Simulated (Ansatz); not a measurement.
# Single-point calculation of CH₃GaO₂

The run: single-point calculation of CH₃GaO₂. Method and program: RHF-d3bj, mp2/aug-cc-pVDZ (Ansatz 0.2.0).

The geometry comes from this level: PBE0-D4/def2-TZVP.

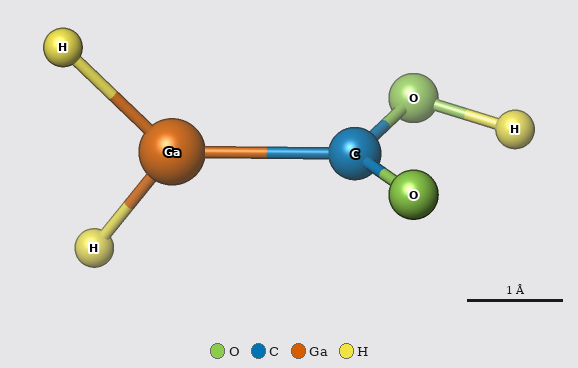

Fig. 1: The input geometry (ball-and-stick view, seen at a tilt). Sticks mark near contacts.

**What the run reported**

| quantity | value |
| --- | --- |
| outcome | refused by the program |
| hardware | 2 threads of Intel Xeon @ 2.50GHz, 11 GiB of memory available, shared host |

**Diagnosis**

This input holds a deliberate fault: more core orbitals are frozen than the atom can spare. The program refused the input: “"frozen_orbitals" has no count for C”

**Input file**
```yaml
crystal:
  periodic: [false, false, false]
  atoms:
    - {symbol: O, position_ang: [1.128241, -0.074807, 1.356605]}
    - {symbol: C, position_ang: [0.361686, -0.358289, 0.428270]}
    - {symbol: O, position_ang: [0.439631, -1.476877, -0.117598]}
    - {symbol: Ga, position_ang: [-0.795666, 0.953900, -0.373013]}
    - {symbol: H, position_ang: [1.121667, -1.962227, 0.703012]}
    - {symbol: H, position_ang: [-2.229897, 1.106482, -0.048530]}
    - {symbol: H, position_ang: [-0.677890, 1.954421, -1.658238]}
basis:
  gaussian: {orbitals: aug-cc-pVDZ, fitting: {mean_field: cc-pVTZ-jkfit}}
hamiltonian: {xc: {name: HF}}
correlation: {method: mp2, frozen_orbitals: {O: 0}}
```

Launch command:
```bash
ansatz run in.yaml --threads 2 --pin off --events-out ev --progress --plain --max-ram 4352MiB
```

**Log**
```
Functional definition: HF
  name "HF"
  cite "Fock, Z. Phys. 61, 126 (1930) doi:10.1007/BF01340294"
  parent pbe
  exchange = exact_x
  correlation = 0
Error: "frozen_orbitals" has no count for C
```
